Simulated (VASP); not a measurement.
Band structure of SiC (wurtzite). Calculation: r2SCAN+rVV10, VASP's PBE PAW potentials (set 64) (plane waves; VASP).

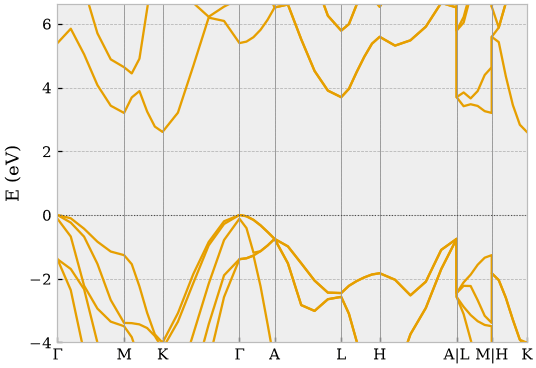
*Bands along high-symmetry lines, zero at the valence-band maximum or, without a gap, the Fermi level*

Problem. Read the plot: is there a gap, and where are the band edges?

Solution. The gap is indirect, 2.61 eV, from the valence maximum at Γ to the conduction minimum at K.

Measured: gap 3.33 eV (computed value off by -0.72 eV), as given by Daiki Deguchi et al., Japanese Journal of Applied Physics (2016), arXiv:1512.06930.

The compound is SiC in the wurtzite structure, the rare 2H polytype. It was relaxed first.
